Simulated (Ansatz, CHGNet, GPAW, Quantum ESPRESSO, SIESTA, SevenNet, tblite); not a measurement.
**Amorphous Si0.9Ge0.1 (71 atoms) in SIESTA**

Aim: run amorphous Si0.9Ge0.1 (71 atoms) in SIESTA and see how near its forces come to a plane-wave reference, and at what cost.

Main program and level: SIESTA 5.4.2; the method is named at each step.

### 1. The starting structure

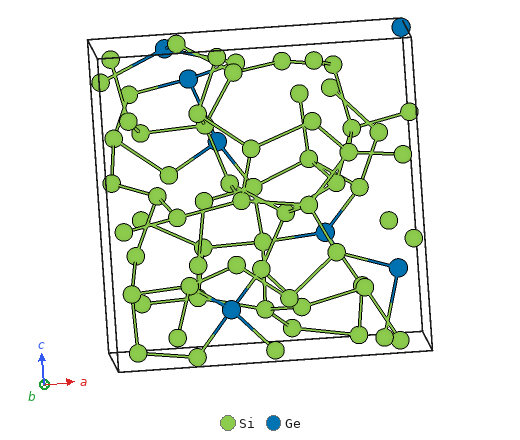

The cell as given, slightly off an axis (silicon green, germanium blue). Bonds to atoms that aren't drawn are left out. Some periodic images of atoms are drawn too.

The cell holds 71 atoms: 64 Si and 7 Ge. Its edges and angles: a = 11.462 Å, b = 11.462 Å, c = 11.462 Å, α = 90.0°, β = 90.0°, γ = 90.0°. 71 atoms (64 Si, 7 Ge) placed at random at 2.54 g/cm³, melted at 3500 K for 10 ps at fixed volume with the Tersoff potential (Tersoff, Phys. Rev. B 39, 5566 (1989)). Quenched from 3500 K to 300 K at 100 K/ps and fixed volume, held 5 ps. Then every atom was moved at random, 0.02 Å r.m.s. a Cartesian component.

The yardstick, on the same geometry:

- method: Kohn-Sham DFT, PBE, SSSP efficiency 1.3.0 pseudopotentials, plane waves (Quantum ESPRESSO 7.5); sssp-pbe-1.3.0-efficiency, cutoffs 45/360 Ry, Γ point
- r.m.s. force component: 0.501 eV/Å
- longest force: 2.101 eV/Å
- pressure: -1.47 GPa
- time: 2.1 min on 4 MPI ranks of Arm Neoverse V2, shared host
- CPU time: 8.4 min

### 2. PBE, DZP, shift 0.01 Ry, mesh 300 Ry

Method: Kohn-Sham DFT, PBE, PseudoDojo 0.4.1 norm-conserving pseudopotentials (converted to PSML), numerical atomic orbitals (DZP), diagonalisation.

The .psml files are PseudoDojo norm-conserving potentials that we converted to this format, checked against plane waves on the same files for H, C, O, Si, Ge and Ca alone.

input.fdf reads:

```
SystemLabel cell
NumberOfAtoms 71
NumberOfSpecies 2
%block ChemicalSpeciesLabel
  1 14 Si
  2 32 Ge
%endblock ChemicalSpeciesLabel
LatticeConstant 1.0 Ang
%block LatticeVectors
  11.46160 0.00000 0.00000
  0.00000 11.46160 0.00000
  0.00000 0.00000 11.46160
%endblock LatticeVectors
PAO.BasisSize DZP
PAO.EnergyShift 0.01 Ry
XC.Functional GGA
XC.Authors PBE
MeshCutoff 300 Ry
%block kgrid_Monkhorst_Pack
  1 0 0 0.0
  0 1 0 0.0
  0 0 1 0.0
%endblock kgrid_Monkhorst_Pack
SolutionMethod diagon
OccupationFunction FD
ElectronicTemperature 580 K
SCF.Mixer.Method Pulay
SCF.Mixer.Weight 0.05
SCF.Mixer.History 8
SCF.Mix Hamiltonian
MaxSCFIterations 300
SCF.DM.Tolerance 1e-04
SCF.H.Tolerance 1.0e-3 eV
WriteForces T
Write.HirshfeldPop T
Write.VoronoiPop T
Write.DM F
Write.H F
XML.Write F
AtomicCoordinatesFormat Fractional
%block AtomicCoordinatesAndAtomicSpecies
  0.02305 0.66525 0.88182 1
  0.48761 0.76076 0.51056 1
  0.06803 0.33638 0.22324 1
  0.60002 0.56175 0.91724 1
  0.74563 0.54595 0.51947 1
  0.50062 0.79222 0.11767 1
  0.58659 0.97220 0.04087 1
  0.32446 0.62140 0.48545 1
  0.26646 0.47863 0.00010 1
  0.48879 0.50952 0.26422 1
  0.90162 0.92224 0.64703 1
  0.25067 0.24009 0.24284 1
  0.19705 0.09667 0.09004 1
  0.05023 0.13337 0.43499 1
  0.69266 0.24115 0.93236 1
  0.81383 0.83432 0.16959 1
  0.43224 0.21281 0.50445 1
  0.57610 0.44415 0.44158 1
  0.12951 0.94088 0.41804 1
  0.50911 0.25571 0.01953 1
  0.95172 0.12480 0.62211 1
  0.11754 0.93723 0.82011 1
  0.04706 0.20575 0.98221 1
  0.85527 0.16371 0.04194 1
  0.29162 0.60396 0.28342 1
  0.33656 0.35802 0.74297 1
  0.79658 0.95947 0.00509 1
  0.61173 0.60572 0.12888 1
  0.90666 0.62131 0.38361 1
  0.32064 0.93025 0.31818 1
  0.40044 0.11784 0.30754 1
  0.09340 0.51862 0.33197 1
  0.40418 0.42367 0.54819 1
  0.50890 0.84629 0.32903 1
  0.07708 0.40825 0.03035 1
  0.47041 0.09348 0.67502 1
  0.75827 0.43832 0.90252 1
  0.91481 0.53385 0.00625 1
  0.08888 0.15352 0.78477 1
  0.75828 0.94930 0.79776 1
  0.80374 0.43815 0.69616 1
  0.72092 0.13954 0.32487 1
  0.43955 0.42326 0.90043 1
  0.03534 0.61749 0.56207 1
  0.56091 0.12422 0.18985 1
  0.17288 0.45406 0.52170 1
  0.45843 0.74019 0.91049 1
  0.38081 0.06922 0.97532 1
  0.05604 0.78821 0.69294 1
  0.66853 0.71443 0.59111 1
  0.28916 0.77991 0.16963 1
  0.81605 0.61471 0.17721 1
  0.22586 0.25634 0.46162 1
  0.11396 0.90343 0.15452 1
  0.13054 0.36135 0.73119 1
  0.67101 0.11907 0.74739 1
[... 11 atom lines left out ...]
  0.30842 0.88199 0.86051 2
  0.91469 0.18545 0.25869 2
  0.38141 0.36883 0.15089 2
  0.71080 0.92446 0.34072 2
%endblock AtomicCoordinatesAndAtomicSpecies
```

On the command line:

```sh
$ OMP_NUM_THREADS=1 siesta < input.fdf > output.txt
```

The log of the run:

```text
Version         : 5.4.2
reinit: System Name:
reinit: System Label: cell
initatom: Reading input for the pseudopotentials and atomic orbitals ----------
Species number:   1 Atomic number:   14 Label: Si
Species number:   2 Atomic number:   32 Label: Ge
Ground state valence configuration (from tables):   3s02  3p02  3d00  4f00
Ground state valence configuration (from tables):   4s02  4p02  4d00  4f00
---- Processing specs for species: Si
GGA--PBE XC_GGA_X_PBE--XC_GGA_C_PBE pb
---- Processing specs for species: Ge
GGA--PBE XC_GGA_X_PBE--XC_GGA_C_PBE pb
Semicore shell(s) with 10 electrons included in the valence for Ge
Semicore shell(s): 3d
Fallback to non-perturbative polarization scheme for Ge
Please see the manual if this is not desired in principle
Si pseudopotential only contains V_ls up to l=2 -- lmxkb reset.
Ge pseudopotential only contains V_ls up to l=2 -- lmxkb reset.
Using PAO.SplitTailNorm
%block ChemicalSpeciesLabel
    1   14 Si                      # Species index, atomic number, species label
    2   32 Ge                      # Species index, atomic number, species label
%endblock ChemicalSpeciesLabel
%block PAO.Basis                 # Define Basis set
Si                    2                    # Species label, number of l-shells
 n=3   0   2                         # n, l, Nzeta
   5.392      3.847
   1.000      1.000
 n=3   1   2 P   1                   # n, l, Nzeta, Polarization, NzetaPol
   6.844      4.952
   1.000      1.000
Ge                    4                    # Species label, number of l-shells
 n=4   0   2                         # n, l, Nzeta
   5.264      3.748
   1.000      1.000
 n=4   1   2                         # n, l, Nzeta
   6.996      5.083
   1.000      1.000
 n=3   2   1                         # n, l, Nzeta
   2.782
   1.000
 n=4   2   1                         # n, l, Nzeta
   6.996
   1.000
%endblock PAO.Basis
coor:   Atomic-coordinates input format  =     Fractional
siesta: System type = bulk
initatomlists: Number of atoms, orbitals, and projectors:     71   958  1278
siesta: ******************** Simulation parameters ****************************
Total number of electrons:   354.000000
Total ionic charge:   354.000000
 Kpoints in:            1 . Kpoints trimmed:            1
siesta: k-grid: Number of k-points = 1
siesta: k-points from Monkhorst-Pack grid
siesta: k-cutoff (effective) =     5.731 Ang
siesta: k-point supercell and displacements
siesta: k-grid:     1     0     0      0.000
siesta: k-grid:     0     1     0      0.000
siesta: k-grid:     0     0     1      0.000
                     ====================================
                        Single-point calculation
                     ====================================
outcell: Unit cell vectors (Ang):
       11.461600    0.000000    0.000000
        0.000000   11.461600    0.000000
        0.000000    0.000000   11.461600
outcell: Cell vector modules (Ang)   :   11.461600   11.461600   11.461600
outcell: Cell angles (23,13,12) (deg):     90.0000     90.0000     90.0000
outcell: Cell volume (Ang**3)        :   1505.6906
Gamma-point calculation with multiply-connected orbital pairs
Gamma-point calculation with multiply-connected orbital pairs
Folding of H and S implicitly performed
Folding of H and S implicitly performed
new_DM -- step:     1
Initializing Density Matrix...
Attempting to read DM from file... Failed...
DM filled with atomic data:
InitMesh: MESH = 120 x 120 x 120 = 1728000
InitMesh: Mesh cutoff (required, used) =   300.000   302.952 Ry
stepf: Fermi-Dirac step function
        iscf     Eharris(eV)        E_KS(eV)     FreeEng(eV)     dDmax    Ef(eV) dHmax(eV)
   scf:    1   -24291.825655   -24333.389380   -24333.591700  1.580661 -4.265000  6.154889
   scf:    2   -24336.276843   -24334.972302   -24335.181823  0.012946 -4.265912  4.531099
   scf:    3   -24337.168057   -24336.398953   -24336.621795  0.019401 -4.265408  2.388102
   scf:    4   -24337.092880   -24336.845178   -24337.075299  0.016968 -4.260110  1.290085
   scf:    5   -24337.026105   -24336.959622   -24337.194358  0.009385 -4.256013  0.656447
   scf:    6   -24336.995224   -24336.982934   -24337.217832  0.006005 -4.254324  0.481174
[...]
scf:   18   -24337.009771   -24337.009759   -24337.247894  0.000079 -4.251783  0.002876
   scf:   19   -24337.009760   -24337.009760   -24337.247895  0.000034 -4.251769  0.001808
   scf:   20   -24337.009763   -24337.009762   -24337.247896  0.000055 -4.251745  0.000497
SCF Convergence by DM+H criterion
max |DM_out - DM_in|         :     0.0000552331
max |H_out - H_in|      (eV) :     0.0004969981
SCF cycle converged after 20 iterations
Using DM_out to compute the final energy and forces
siesta: E_KS(eV) =           -24337.0098
siesta: E_KS - E_eggbox =    -24337.0098
siesta: Atomic forces (eV/Ang):
     1    0.126702    0.213510   -0.314440
     2   -0.054562   -0.442964    0.410411
     3   -0.255518    1.130571    0.423455
     4   -0.764573    0.357609    0.595495
     5    0.007641   -1.000756    0.029430
     6    0.146478   -0.115302    0.182890
[...]
69    0.235330    0.024879   -0.124899
    70    0.095203    0.443010   -0.139747
    71   -0.079184   -0.214034   -0.351232
----------------------------------------
   Tot   -0.000570   -0.002993    0.000953
----------------------------------------
   Max    2.157304
   Res    0.526165    sqrt( Sum f_i^2 / 3N )
----------------------------------------
   Max    2.157304    constrained
Stress tensor Voigt[x,y,z,yz,xz,xy] (kbar):       12.21       11.91        2.56        0.09        6.12       -0.34
(Free)E + p*V (eV/cell)   -24345.6063
Target enthalpy (eV/cell)   -24337.2479
siesta: Program's energy decomposition (eV):
siesta: Ebs     =     -4660.988091
siesta: Eions   =     29428.939994
siesta: Ena     =      4306.559970
siesta: Ekin    =     15395.816919
siesta: Enl     =     -7970.365514
siesta: DEna    =       165.766053
siesta: DUscf   =         8.415465
siesta: Ex      =     -6267.099207
siesta: Ec      =      -547.163453
siesta: Exc     =     -6814.262660
siesta: Eharris =    -24337.009763
siesta: Etot    =    -24337.009762
siesta: FreeEng =    -24337.247896
siesta: Final energy (eV):
siesta:  Band Struct. =   -4660.988091
siesta:       Kinetic =   15395.816919
siesta:       Hartree =    9037.834410
siesta:         Exch. =   -6267.099207
siesta:         Corr. =    -547.163453
siesta:   Exch.-corr. =   -6814.262660
siesta:  Ion-electron =  -32588.335678
siesta:       Ion-ion =   -9368.062753
siesta:         Total =  -24337.009762
siesta:         Fermi =      -4.251745
siesta: Stress tensor (static) (eV/Ang**3):
siesta:     0.007618   -0.000210    0.003820
siesta:    -0.000210    0.007437    0.000053
siesta:     0.003820    0.000053    0.001599
siesta: Cell volume =       1505.690616 Ang**3
siesta: Pressure (static):
siesta:                Solid            Molecule  Units
siesta:          -0.00006046         -0.00003684  Ry/Bohr**3
siesta:          -0.00555120         -0.00338294  eV/Ang**3
siesta:          -8.89400014         -5.42006395  kBar
    Orbital volume contribution        =          54.035561 eV
    (Free)E + p_basis*V_orbitals       =      -24283.212335 eV
    (Free)Eharris+ p_basis*V_orbitals  =      -24283.212337 eV
Hirshfeld Atomic Populations:
Atom #   charge [q] valence [e]  Species
     1    -0.015710    4.015710  Si
     2    -0.004558    4.004558  Si
     3    -0.012011    4.012011  Si
     4    -0.014246    4.014246  Si
     5    -0.018107    4.018107  Si
     6    -0.024727    4.024727  Si
[...]
65     0.036143   13.963857  Ge
    66     0.075195   13.924805  Ge
    67     0.029572   13.970428  Ge
    68     0.042873   13.957127  Ge
    69     0.044459   13.955541  Ge
    70     0.065589   13.934411  Ge
[...]
--------------------
 Total     0.000004
Voronoi Atomic Populations:
Atom #   charge [q] valence [e]  Species
[...]
62     0.003017    3.996983  Si
    63    -0.030309    4.030309  Si
    64    -0.001160    4.001160  Si
[...]
69     0.029089   13.970911  Ge
    70     0.070398   13.929602  Ge
    71     0.040425   13.959575  Ge
--------------------
 Total     0.000004
```

It took 5 min on 1 thread of Arm Neoverse V2, shared host; peak memory 1.3 GiB.

Banners, paths, timers and routine set-up lines are dropped from the logs unmarked, and long logs keep their key lines alone; longer cuts are marked.

Against the reference:

- r.m.s. force component: 0.5262 eV/Å
- r.m.s. difference of force components: 54.57 meV/Å
- longest difference of force vectors: 268.1 meV/Å
- force difference over r.m.s. force: 10.89 %
- slope of forces against the reference's: 1.046
- correlation of force components: 0.9956
- pressure: -0.8894 GPa
- pressure difference: 0.5803 GPa

Length of the force difference by element (eV/Å):

```
element  atoms   mean  most
     Ge      7   0.15  0.27
     Si     64  0.072  0.17
```

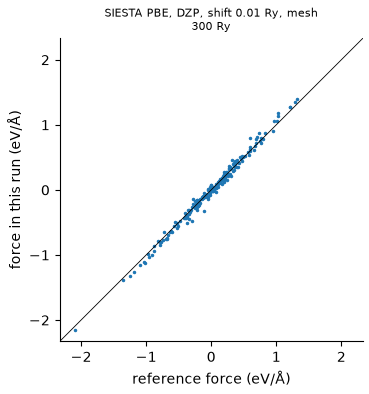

Force components against those of the reference; the line marks equality.

A closer look about Si44, whose charge lies farthest from its element's mean: 10 atoms, nearest first, numbered in the order of the input, with positions taken from that point.

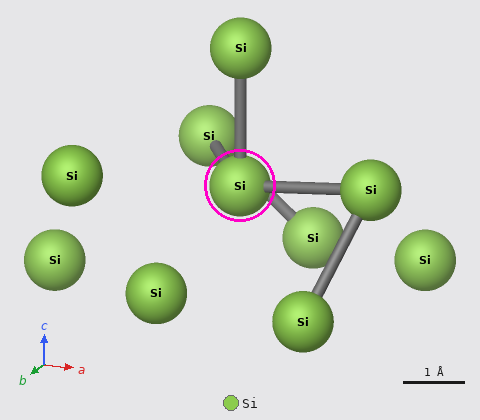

The atoms of the table, within 3.5 Å (arrows a, b, c point along x, y, z); some may hide others; the central atom is ringed.

```
atom      x      y      z  distance (Å)  bonds  Hirshfeld charge (e)     Fx     Fy  Fz (eV/Å)
Si44   0.00   0.00   0.00          0.00      4                  0.04   0.18   0.33       0.15
Si61  -0.50  -1.27   1.94          2.37      4                 -0.03   0.18   0.59       0.51
Si49   0.24   1.96   1.50          2.48      5                 -0.04   0.18   0.25       0.02
Si46   1.58  -1.87  -0.46          2.49      6                  0.00  -0.01  -0.10       0.16
Si29  -1.47   0.04  -2.05          2.52      6                  0.00  -0.23   0.31       0.02
Si32   0.67  -1.13  -2.64          2.95      4                  0.02   0.02  -0.81      -0.14
Si57   2.16   2.14   0.02          3.04      4                 -0.01  -1.12   0.15      -0.76
Si62  -2.40   2.25  -0.90          3.41      5                  0.00  -0.31   0.30       0.36
 Si8   3.31   0.04  -0.88          3.43      5                 -0.02  -0.12   1.35       0.78
 Si5  -3.32  -0.82  -0.49          3.45      4                 -0.02   0.01  -1.00       0.03
```

Forces lie 11 % from the reference's, at 0.60 times its CPU time (on 1 against 4 cores).

### 3. PBE, DZP, shift 0.02 Ry, mesh 300 Ry

Method: Kohn-Sham DFT, PBE, PseudoDojo 0.4.1 norm-conserving pseudopotentials (converted to PSML), numerical atomic orbitals (DZP), diagonalisation.

input.fdf, as its differences from that of step 2:

```diff
@@ -14,3 +14,3 @@
 PAO.BasisSize DZP
-PAO.EnergyShift 0.01 Ry
+PAO.EnergyShift 0.02 Ry
 XC.Functional GGA
```

The log of the run:

```text
Version         : 5.4.2
reinit: System Name:
reinit: System Label: cell
initatom: Reading input for the pseudopotentials and atomic orbitals ----------
Species number:   1 Atomic number:   14 Label: Si
Species number:   2 Atomic number:   32 Label: Ge
Ground state valence configuration (from tables):   3s02  3p02  3d00  4f00
Ground state valence configuration (from tables):   4s02  4p02  4d00  4f00
---- Processing specs for species: Si
GGA--PBE XC_GGA_X_PBE--XC_GGA_C_PBE pb
---- Processing specs for species: Ge
GGA--PBE XC_GGA_X_PBE--XC_GGA_C_PBE pb
[... lines left out ...]
stepf: Fermi-Dirac step function
        iscf     Eharris(eV)        E_KS(eV)     FreeEng(eV)     dDmax    Ef(eV) dHmax(eV)
[... lines left out ...]
SCF Convergence by DM+H criterion
[... lines left out ...]
SCF cycle converged after 21 iterations
[... lines left out ...]
   Max    2.131873
[... lines left out ...]
   Max    2.131873    constrained
Stress tensor Voigt[x,y,z,yz,xz,xy] (kbar):       21.44       21.98       12.41        0.10        5.93       -0.99
[... lines left out ...]
siesta: FreeEng =    -24326.786652
[... lines left out ...]
siesta:       Ion-ion =   -9603.953563
siesta:         Total =  -24326.548669
siesta:         Fermi =      -3.528534
siesta: Stress tensor (static) (eV/Ang**3):
siesta:     0.013383   -0.000619    0.003698
siesta:    -0.000619    0.013721    0.000061
siesta:     0.003698    0.000061    0.007745
siesta: Cell volume =       1505.690616 Ang**3
siesta: Pressure (static):
siesta:                Solid            Molecule  Units
siesta:          -0.00012651         -0.00010205  Ry/Bohr**3
siesta:          -0.01161604         -0.00936961  eV/Ang**3
siesta:         -18.61094640        -15.01177568  kBar
    Orbital volume contribution        =          41.063512 eV
    (Free)E + p_basis*V_orbitals       =      -24285.723140 eV
    (Free)Eharris+ p_basis*V_orbitals  =      -24285.723139 eV
Hirshfeld Atomic Populations:
Atom #   charge [q] valence [e]  Species
     1    -0.019338    4.019338  Si
     2    -0.005077    4.005077  Si
     3    -0.013015    4.013015  Si
[...]
65     0.037174   13.962826  Ge
    66     0.079278   13.920722  Ge
    67     0.033343   13.966657  Ge
[...]
--------------------
 Total     0.000029
Voronoi Atomic Populations:
Atom #   charge [q] valence [e]  Species
[...]
63    -0.033124    4.033124  Si
    64    -0.006876    4.006876  Si
[...]
70     0.075565   13.924435  Ge
    71     0.044237   13.955763  Ge
--------------------
 Total     0.000030
```

The job ended after 3.5 min (1 thread; peak memory 1.1 GiB).

Numbers from this run, and their distance from the reference:

```
r.m.s. force component                  : 0.5271 eV/Å
r.m.s. difference of force components   : 78.71 meV/Å
longest difference of force vectors     : 413.6 meV/Å
force difference over r.m.s. force      : 15.71 %
slope of forces against the reference's : 1.041
correlation of force components         : 0.9896
pressure                                : -1.861 GPa
pressure difference                     : -0.3914 GPa
```

Against the first run (11 %), the force difference from the reference is 16 %, at 0.69 times the CPU time.

[end of part 1 of 2]

[Also dropped from logs without a mark: logging warnings of Python, and SIESTA's first energy breakdown and zero terms.]

[Logs are printed without paths, hosts, clocks, repeated set-up lines and the standing remarks that a program may print on its own settings, such as how far it seeks lower states.]

[Hosts, paths, dates, database ids (printed as entryN), source tags and the programs' standing remarks are cut or masked in the printed files.]
